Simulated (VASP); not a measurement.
Data:

```yaml
crystal:
  lattice:
    - [5.03801, 0.00000, -0.00018]
    - [0.00000, 3.12522, 0.00000]
    - [-0.00354, 0.00000, 5.41061]
  atoms:
    - { symbol: Al, position: [0.50019, 0.50000, 0.16731] }
    - { symbol: Al, position: [0.00070, 0.50000, 0.83502] }
    - { symbol: Al, position: [0.00096, 0.00000, 0.33157] }
    - { symbol: Ga, position: [0.49964, 0.00000, 0.66616] }
    - { symbol: N, position: [0.11005, 0.00000, 0.66634] }
    - { symbol: N, position: [0.12267, 0.50000, 0.16721] }
    - { symbol: N, position: [0.62584, 0.50000, 0.84132] }
    - { symbol: N, position: [0.62354, 0.00000, 0.32527] }
```

Method: r2SCAN meta-GGA, VASP's PBE PAW potentials (set 64) (plane waves; VASP). Numerical set-up: 520 eV cut-off, 5×8×5 Γ-centred mesh, tetrahedra with Blöchl corrections, potentials Al Ga_d N.

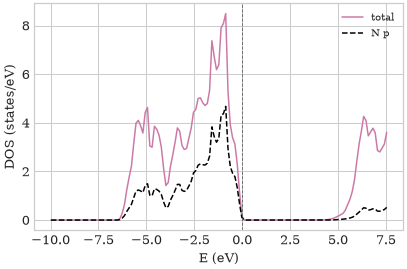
Figure. Total and projected density of states, zero at the valence-band maximum

Within 2 eV below the valence-band maximum the largest weight inside VASP's projection spheres is N p.

The gap is direct, 4.16 eV, from the valence maximum at Γ to the conduction minimum at Γ.

The structure comes from a computed database's Al3GaN4 entry (Pm); how it stands against other phases isn't given here. It was relaxed first.
